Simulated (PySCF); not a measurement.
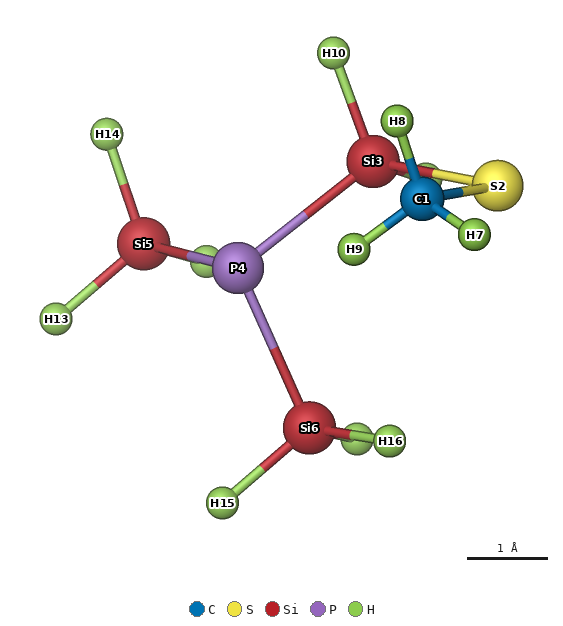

**Figure 1.** The input geometry of the first run (ball-and-stick view, seen at a tilt; atoms are numbered from 1 in the order of the input). Bond lengths as drawn: C–H 1.08 to 1.09 Å, C–S 1.82 Å, H–Si 1.46 Å, P–Si 2.22 to 2.23 Å and S–Si 2.14 Å.

**What a change does: NMR shielding calculation on CH$_{11}$PSSi$_{3}$**

System: CH$_{11}$PSSi$_{3}$, SMILES CS[SiH2]P([SiH3])[SiH3].
Method of the first run: GIAO PBE0/pcSseg-1 NMR shielding, non-relativistic, gas phase (PySCF 2.14.0).

The geometry comes from this level: GFN2-xTB. Text and figures count atoms from 1; the logs count them from 0 in places.

### Input, the first run
```
{"job": {"kind": "nmr", "xc": "PBE0", "basis": "pcSseg-1"}, "charge": 0, "multiplicity": 1}
C      2.553823    -1.425050     0.605619
S      1.962133    -1.496725    -1.114795
Si     0.836874     0.318396    -1.235728
P     -0.317167     0.616452     0.639478
Si    -1.609331     2.300934    -0.016961
Si    -1.702655    -1.133771     0.618647
H      2.882530    -2.423470     0.873421
H      3.382970    -0.727464     0.671962
H      1.738396    -1.108364     1.251781
H      1.747565     1.456176    -1.357422
H      0.054426     0.136631    -2.451942
H     -2.314428     2.001998    -1.265456
H     -2.562441     2.529374     1.064678
H     -0.721245     3.443468    -0.210838
H     -2.585865    -0.945786     1.767195
H     -0.875889    -2.328031     0.773367
H     -2.476695    -1.202739    -0.622916
```

The first line tells a small driver script what to run in PySCF; the rest is the geometry in Å.

Launched with:
```bash
OMP_NUM_THREADS=1 python <driver script> task.json out
```

Hardware: 1 CPU thread, shared host.

### Output (the first run)
```
coarse grid: 16032 points
cycle   1  E = -1651.9639583968  dE =  1.454e-01  |g| = 2.709e-01  |ddm| = 3.724e+00
cycle   2  E = -1651.9662386032  dE = -2.280e-03  |g| = 2.588e-01  |ddm| = 7.367e-01
cycle   3  E = -1651.9848235587  dE = -1.858e-02  |g| = 4.383e-02  |ddm| = 4.087e-01
cycle   4  E = -1651.9853236948  dE = -5.001e-04  |g| = 1.358e-02  |ddm| = 7.530e-02
cycle   5  E = -1651.9853777649  dE = -5.407e-05  |g| = 4.201e-03  |ddm| = 2.330e-02
cycle   6  E = -1651.9853820525  dE = -4.288e-06  |g| = 9.967e-04  |ddm| = 5.316e-03
final grid: 129752 points
cycle   7  E = -1652.0203858939  dE = -2.021e-05  |g| = 5.363e-03  |ddm| = 2.341e-02
cycle   8  E = -1652.0203826977  dE =  3.196e-06  |g| = 6.295e-03  |ddm| = 1.055e-02
cycle   9  E = -1652.0203924844  dE = -9.787e-06  |g| = 4.381e-04  |ddm| = 5.985e-03
cycle  10  E = -1652.0203925304  dE = -4.606e-08  |g| = 1.324e-04  |ddm| = 6.439e-04
cycle  11  E = -1652.0203925355  dE = -5.094e-09  |g| = 2.949e-05  |ddm| = 2.296e-04
cycle  12  E = -1652.0203925358  dE = -2.951e-10  |g| = 6.556e-06  |ddm| = 6.073e-05
converged SCF energy = -1652.0203925358

GIAO shielding tensors (ppm)
atom      isotropic    diamagn.    paramagn.     s11        s22        s33       span
  0 C      172.843     252.530     -79.687    163.797    167.105    187.627     23.830
  1 S      726.339    1058.965    -332.626    619.465    659.633    899.920    280.455
  2 Si     370.836     880.757    -509.921    299.717    379.860    432.932    133.215
  3 P      686.666     972.594    -285.928    599.451    710.241    750.307    150.856
  4 Si     431.541     880.438    -448.897    389.521    437.149    467.952     78.431
  5 Si     430.808     880.938    -450.130    394.572    435.095    462.758     68.186
  6 H       29.710      29.432       0.278     24.145     26.389     38.597     14.453
  7 H       29.667      30.037      -0.370     24.317     26.460     38.224     13.907
  8 H       29.323      32.660      -3.337     21.795     31.175     34.999     13.204
  9 H       26.507      30.397      -3.890     21.052     25.620     32.850     11.798
 10 H       26.838      30.253      -3.415     22.537     25.648     32.329      9.792
 11 H       27.653      29.138      -1.484     23.515     25.859     33.586     10.070
 12 H       27.510      29.187      -1.677     23.407     24.992     34.131     10.724
 13 H       27.606      29.358      -1.752     23.489     25.283     34.047     10.559
 14 H       27.702      29.889      -2.187     23.764     24.995     34.346     10.582
 15 H       27.499      30.127      -2.628     22.602     27.233     32.662     10.060
 16 H       27.717      29.804      -2.087     23.988     25.493     33.669      9.681
```

The input of the second run differs as follows (lines with − go, lines with + come):
```diff
-"xc": "PBE0"
-"basis": "pcSseg-1"
+"xc": "PBE"
+"basis": "pcseg-1"
+"pop": false
+"scf": {"aux": "def2-qzvpp-jkfit"}
```

How does the second run compare with the first run?

The total energies belong to different models, so their difference says nothing on which is more stable or more accurate. The HOMO goes from −6.84 to −5.64 eV. The LUMO goes from −0.42 to −1.12 eV. Of all shieldings, the largest change is that of S2, by −25.7 ppm. The functional changes from PBE0 to PBE. The SCF takes 10 iterations against 12. The basis functions go from 192 to 159.

### Output (the second run)
```
final grid: 129752 points
cycle   1  E = -1651.8192374062  dE =  1.309e-01  |g| = 3.308e-01  |ddm| = 4.243e+00
cycle   2  E = -1651.7891609691  dE =  3.008e-02  |g| = 4.570e-01  |ddm| = 1.199e+00
cycle   3  E = -1651.8535631362  dE = -6.440e-02  |g| = 8.314e-02  |ddm| = 7.906e-01
cycle   4  E = -1651.8559065099  dE = -2.343e-03  |g| = 2.328e-02  |ddm| = 1.874e-01
cycle   5  E = -1651.8560980878  dE = -1.916e-04  |g| = 6.795e-03  |ddm| = 5.450e-02
cycle   6  E = -1651.8561148765  dE = -1.679e-05  |g| = 1.391e-03  |ddm| = 1.377e-02
cycle   7  E = -1651.8561154539  dE = -5.774e-07  |g| = 3.984e-04  |ddm| = 2.629e-03
cycle   8  E = -1651.8561155099  dE = -5.605e-08  |g| = 1.156e-04  |ddm| = 9.080e-04
cycle   9  E = -1651.8561155146  dE = -4.733e-09  |g| = 3.853e-05  |ddm| = 2.995e-04
cycle  10  E = -1651.8561155152  dE = -5.739e-10  |g| = 9.321e-06  |ddm| = 9.461e-05
converged SCF energy = -1651.8561155152

GIAO shielding tensors (ppm)
atom      isotropic    diamagn.    paramagn.     s11        s22        s33       span
  0 C      177.764     253.345     -75.581    168.222    171.053    194.016     25.794
  1 S      700.640    1059.327    -358.687    588.072    631.617    882.230    294.158
  2 Si     349.481     882.617    -533.136    276.130    356.978    415.335    139.204
  3 P      665.617     972.041    -306.425    579.028    685.163    732.660    153.632
  4 Si     413.490     882.801    -469.311    374.822    417.935    447.714     72.892
  5 Si     412.416     882.940    -470.524    375.989    418.060    443.200     67.210
  6 H       29.641      29.585       0.056     24.383     26.434     38.106     13.723
  7 H       29.573      30.245      -0.672     24.387     26.438     37.893     13.506
  8 H       29.111      33.205      -4.094     21.736     31.358     34.240     12.503
  9 H       26.405      30.539      -4.134     21.057     25.501     32.657     11.600
 10 H       26.830      30.575      -3.745     22.731     25.593     32.164      9.433
 11 H       27.640      29.619      -1.979     23.630     25.776     33.514      9.884
 12 H       27.508      29.485      -1.977     23.613     25.015     33.896     10.283
 13 H       27.614      29.795      -2.181     23.728     25.263     33.853     10.126
 14 H       27.659      30.069      -2.410     23.919     24.905     34.155     10.236
 15 H       27.370      30.523      -3.153     22.516     27.098     32.495      9.980
 16 H       27.685      30.123      -2.438     24.076     25.411     33.567      9.490
```

### The two runs side by side

```csv
quantity,the first run,the second run
outcome,converged,converged
total energy (hartree),−1652.020393,−1651.856116
HOMO (eV),−6.84,−5.64
LUMO (eV),−0.42,−1.12
dipole moment (D),1.27,1.27
shielding of C1 (ppm),172.8,177.8
shielding of S2 (ppm),726.3,700.6
shielding of Si3 (ppm),370.8,349.5
shielding of P4 (ppm),686.7,665.6
shielding of Si5 (ppm),431.5,413.5
shielding of Si6 (ppm),430.8,412.4
shielding of H9 (ppm),29.3,29.1
SCF iterations,12,10
basis functions,192,159
wall time (shared host),24 s,19 s
```
